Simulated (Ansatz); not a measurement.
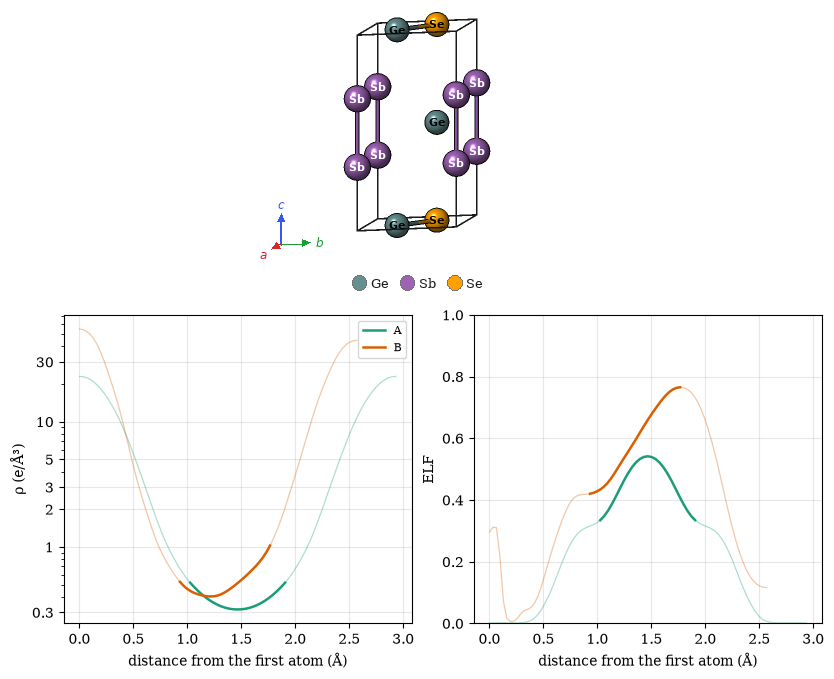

*Ge2Sb2Se. Valence charge density (pseudo) and electron localisation function along straight lines between neighbouring atoms. Thin, pale parts lie inside the atomic spheres. The structure is drawn too.*

Space group P-6m2; a structure generated by program, which may or may not match a known phase.

Computed with DFT PBE, scalar-relativistic, plane waves, PAW (Ansatz 0.2.0).

Core electrons are frozen (PAW), and the valence fields are smoothed inside the atomic spheres.

Which curve belongs to which contact (Ge–Se and Sb–Sb)? The first atom named is at distance zero.

Answer. Curve A: Sb–Sb (2.93 Å): ρ is about 0.32 e/Å³ halfway; the ELF reaches about 0.55 near the midpoint. Curve B: Ge–Se (2.57 Å): ρ at the midpoint is about 0.41 e/Å³; the ELF is about 0.55 at the midpoint.
